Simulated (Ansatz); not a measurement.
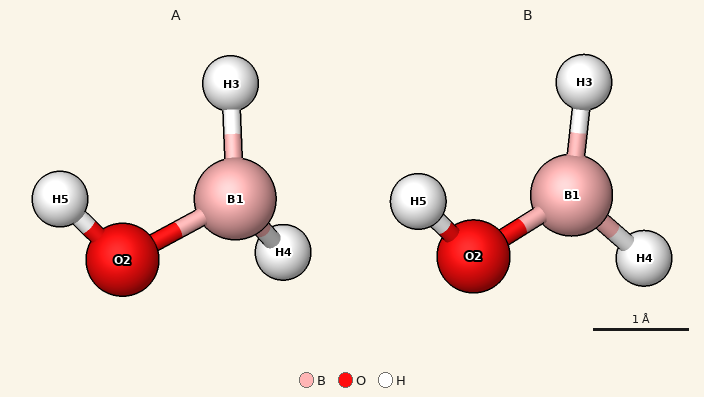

Two geometries of BH3O, drawn at one scale. One is the start of a relaxation, the other its converged end. Style: ball-and-stick. Shown at a tilt.

Method: Ansatz, RKS PBE0-D4/def2-TZVP. (force threshold 0.005 eV/Å; at most 200 steps)

### Which one is relaxed?

Structure B is the relaxed one. It is one of the separated reactants of a reaction. The atom that moves furthest after the best rigid fit is B1 (0.26 Å). By element the largest moves are B 0.26 Å, H 0.17 Å, O 0.11 Å. Some distances before and after: B1–O2 1.434 → 1.348 Å, B1–H3 1.220 → 1.202 Å, O2–H5 0.956 → 0.961 Å. Bond angles that change, for instance: H3–B1–H4 113.9° → 122.6°, O2–B1–H3 116.3° → 120.6°, O2–B1–H4 113.8° → 116.8°. The energy falls by 0.725 eV in 7 geometry steps. The largest force component goes from 4.3 to 0.00058 eV/Å.
